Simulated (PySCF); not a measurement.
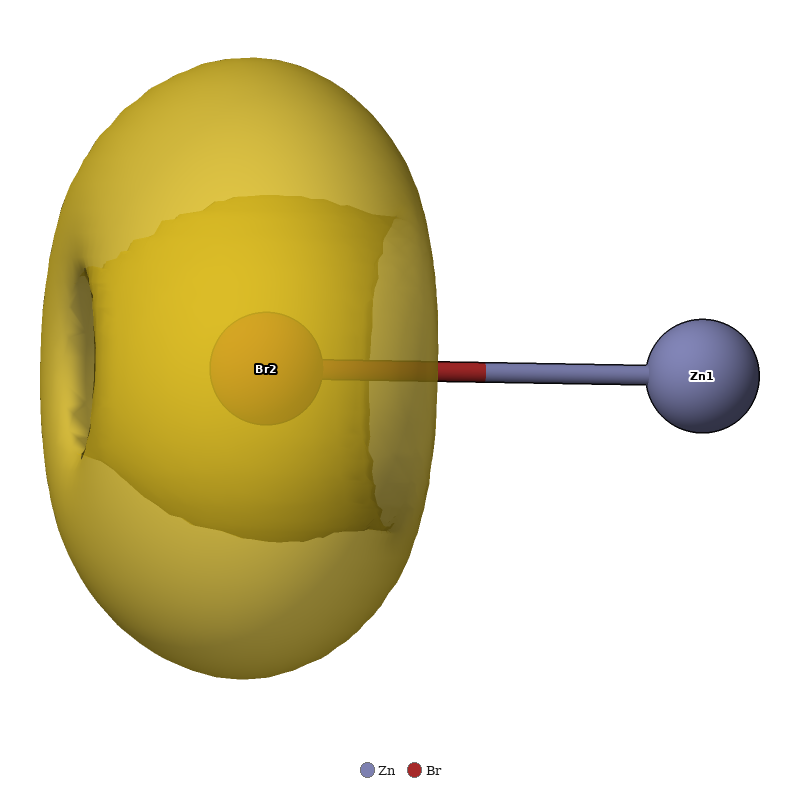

Figure 1: ZnBr (charge +1). Isosurface of the ELF at 0.75 (yellow), seen from one side. Only the valence region is drawn (cores and ρ < 0.01 e/Å³ removed).

All numbers below come from PBE0/def2-TZVPPD, non-relativistic Hamiltonian with scalar-relativistic core potentials where named, at a bond length of 2.198 Å in PySCF.

```xyz
2

Zn    0.0000    0.0000   -1.2143
Br    0.0000    0.0000    0.9837
```

Q: Identify the bonds, lone pairs and shells in this picture.

A: The ELF exceeds this value in one region wrapped around Br (its valence shell). Profiles from the grid: Zn–Br (2.20 Å): the ELF peaks at about 0.65 in the valence shell of Br, 0.9 Å from its nucleus, and is about 0.50 at the midpoint.
